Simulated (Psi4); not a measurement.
**r2SCAN/6-311+G(d,p) run of C2H4Si (ethynylsilane)**

Aim: the vertical singlet–triplet gap of C2H4Si (ethynylsilane) at r2SCAN/6-311+G**, from 2 runs. 

The results are computed with Psi4 1.11.

1 further run of the same task is left out (set aside as unsound or not needed).

## (1) The structure to begin with

C2H4Si has 7 atoms, charge 0, and is taken as a singlet. As SMILES, `C#C[SiH3]`. The shape is that of a PBE0-D4/def2-TZVP optimisation.

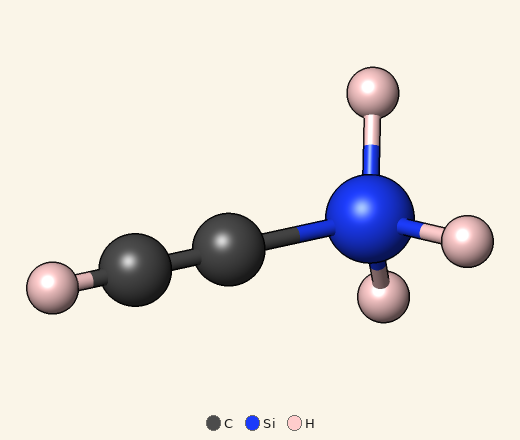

Viewed from a chosen angle; carbon dark grey, silicon blue, hydrogen pink.

## (2) Energy and forces at r2SCAN/6-311+G(d,p)

Input file job.dat:

```
memory 1600 MB

molecule {
  0 1
  C     -0.580700    -1.871400     0.172200
  C     -0.218500    -0.726500     0.062400
  Si     0.329800     1.004300    -0.103800
  H     -0.901000    -2.883500     0.269300
  H     -0.094500     1.528300    -1.425000
  H     -0.281700     1.818100     0.974900
  H      1.807900     1.062900     0.004400
  symmetry c1
  no_reorient
  no_com
}

set globals {
  basis                6-311+G**
  puream               true
  e_convergence        1e-09
  d_convergence        1e-08
  scf_type             pk
  dft_radial_points    99
  dft_spherical_points 590
}

energy_value, wavefunction = gradient("r2scan", return_wfn=True)
```

Started as:

```bash
$ psi4 -i job.dat -o job.out -n 1
```

job.out:

```text
[...]
  Running in c1 symmetry.
[...]
  Nuclear repulsion =   83.047890735857266
[...]
  Multiplicity = 1
[...]
  Nalpha       = 15
  Nbeta        = 15
[...]
    Number of basis functions: 98
[...]
   @RKS iter   1:  -367.69538545768194   -4.02036e-01   7.56527e-03 ADIIS/DIIS
[...]
   @RKS iter  11:  -367.98198918052555   -2.78533e-12   3.18139e-09 DIIS
[...]
    Orbital Energies [Eh]
    ---------------------
    Doubly Occupied:
       1A    -65.825755     2A    -10.047160     3A    -10.033027
       4A     -5.212882     5A     -3.555144     6A     -3.553894
       7A     -3.553894     8A     -0.724691     9A     -0.555115
      10A     -0.497859    11A     -0.378517    12A     -0.339561
      13A     -0.339546    14A     -0.270032    15A     -0.270030
[...]
  @RKS Final Energy:  -367.98198918052555
   => Energetics <=
    Nuclear Repulsion Energy =             83.0478907358572656
    One-Electron Energy =                -670.4469200824016752
    Two-Electron Energy =                 252.5319259803361263
    DFT Exchange-Correlation Energy =     -33.1148858143172404
    Empirical Dispersion Energy =           0.0000000000000000
    VV10 Nonlocal Energy =                  0.0000000000000000
    Total Energy =                       -367.9819891805255452
[...]
 Multipole Moments:
 ------------------------------------------------------------------------------------
     Multipole            Electronic (a.u.)      Nuclear  (a.u.)        Total (a.u.)
 ------------------------------------------------------------------------------------
 L = 1.  Multiply by 2.5417464519 to convert [e a0] to [Debye]
 Dipole X            :         -0.7060532            0.6665064           -0.0395468
 Dipole Y            :         -0.1229445           -0.0026456           -0.1255901
 Dipole Z            :          0.4316116           -0.4195192            0.0120924
 Magnitude           :                                                    0.1322235
[...]
  -Total Gradient:
     Atom            X                  Y                   Z
    ------   -----------------  -----------------  -----------------
       1        0.004351029506     0.013735120474    -0.001319136849
       2       -0.003851284631    -0.012137245245     0.001165308331
       3        0.000149147802     0.000430162266    -0.000002216394
       4       -0.000240818695    -0.000762504765     0.000073270693
       5        0.000140859663    -0.000417103959     0.000631515683
       6        0.000245601968    -0.000575362488    -0.000519010000
       7       -0.000771213786    -0.000201468228    -0.000037274123
[...]
```

It took 26 s on 1 thread of AMD EPYC 9R45 (Zen 5), shared host; peak memory 0.85 GiB.

## (3) The triplet

Input file c2h4si.xyz:

```xyz
7
C2H4Si
C     -0.580700    -1.871400     0.172200
C     -0.218500    -0.726500     0.062400
Si     0.329800     1.004300    -0.103800
H     -0.901000    -2.883500     0.269300
H     -0.094500     1.528300    -1.425000
H     -0.281700     1.818100     0.974900
H      1.807900     1.062900     0.004400
```

Input file run.py:

```python
import psi4

psi4.set_memory('1600 MB')
psi4.set_num_threads(1)
psi4.core.set_output_file('psi4.out', False)

with open('c2h4si.xyz') as f:
    atoms = ''.join(f.readlines()[2:])
mol = psi4.geometry('0 3\n' + atoms + 'symmetry c1\nno_reorient\nno_com')

psi4.set_options({
    'basis': '6-311+G**',
    'reference': 'uks',
    'puream': True,
    'e_convergence': 1e-09,
    'd_convergence': 1e-08,
    'scf_type': 'pk',
    'dft_radial_points': 99,
    'dft_spherical_points': 590,
    'maxiter': 100,
})

E = psi4.gradient('r2scan')
print('gradient / Eh bohr^-1')
print(E.np.round(6))
```

Started as:

```bash
$ python run.py
```

psi4.out, shortened:

```text
[...]
  Running in c1 symmetry.
[...]
  Nuclear repulsion =   83.047890735857266
[...]
  Multiplicity = 3
[...]
  Nalpha       = 16
  Nbeta        = 14
[...]
    Number of basis functions: 98
[...]
   @UKS iter   1:  -367.11735283359576    1.75996e-01   1.00176e-02 ADIIS/DIIS
[...]
   @UKS iter  41:  -367.79612278963731   -3.97904e-13   7.13134e-10 DIIS
[...]
   @S^2 Observed:                2.009126910E+00
[...]
  @UKS Final Energy:  -367.79612278963731
   => Energetics <=
    Nuclear Repulsion Energy =             83.0478907358572656
    One-Electron Energy =                -670.0192562069320275
    Two-Electron Energy =                 252.3320700812955977
    DFT Exchange-Correlation Energy =     -33.1568273998581518
    Empirical Dispersion Energy =           0.0000000000000000
    VV10 Nonlocal Energy =                  0.0000000000000000
    Total Energy =                       -367.7961227896373089
[...]
 Multipole Moments:
 ------------------------------------------------------------------------------------
     Multipole            Electronic (a.u.)      Nuclear  (a.u.)        Total (a.u.)
 ------------------------------------------------------------------------------------
 L = 1.  Multiply by 2.5417464519 to convert [e a0] to [Debye]
 Dipole X            :         -0.7437617            0.6665064           -0.0772553
 Dipole Y            :         -0.2480780           -0.0026456           -0.2507236
 Dipole Z            :          0.4453028           -0.4195192            0.0257836
 Magnitude           :                                                    0.2636200
[...]
  -Total Gradient:
     Atom            X                  Y                   Z
    ------   -----------------  -----------------  -----------------
       1        0.066849531311     0.214828989378    -0.021652788824
       2       -0.067501367286    -0.224033251071     0.025044663527
       3        0.010190305371     0.020668782008     0.001685541024
       4       -0.000685617745    -0.002321758088     0.000217545399
       5       -0.000311649860     0.000523815640     0.001347569527
       6       -0.001923484520    -0.004553411918    -0.004444957759
       7       -0.006621286981    -0.005087996574    -0.002210380182
[...]
```

Standard output:

```text
gradient / Eh bohr^-1
[[ 6.68500e-02  2.14829e-01 -2.16530e-02]
 [-6.75010e-02 -2.24033e-01  2.50450e-02]
 [ 1.01900e-02  2.06690e-02  1.68600e-03]
 [-6.86000e-04 -2.32200e-03  2.18000e-04]
 [-3.12000e-04  5.24000e-04  1.34800e-03]
 [-1.92300e-03 -4.55300e-03 -4.44500e-03]
 [-6.62100e-03 -5.08800e-03 -2.21000e-03]]
```

Run time: 2.1 min. Hardware: 1 thread of AMD EPYC 9R45 (Zen 5), shared host; peak memory 0.85 GiB.

## (4) Summary of results

Level: r2SCAN/6-311+G**.

```
                                        quantity          value
                           singlet: total energy  -367.98199 Eh
                          singlet: dipole moment         0.34 D
                            singlet: HOMO energy       -7.35 eV
                            singlet: LUMO energy       -0.78 eV
                          singlet: HOMO–LUMO gap        6.57 eV
               singlet: largest force on an atom     0.744 eV/Å
                           triplet: total energy  -367.79612 Eh
                          triplet: dipole moment         0.67 D
     triplet: HOMO energy (highest over α and β)       -2.49 eV
                                   triplet: ⟨S²⟩          2.009
               triplet: largest force on an atom    12.101 eV/Å
vertical energy of the triplet above the singlet       5.058 eV
```

**Reading.** At this shape the triplet lies 5.06 eV (488 kJ/mol) above the singlet. The largest force (singlet) is 0.74 eV/Å: the shape isn't a stationary point for this species at this level.
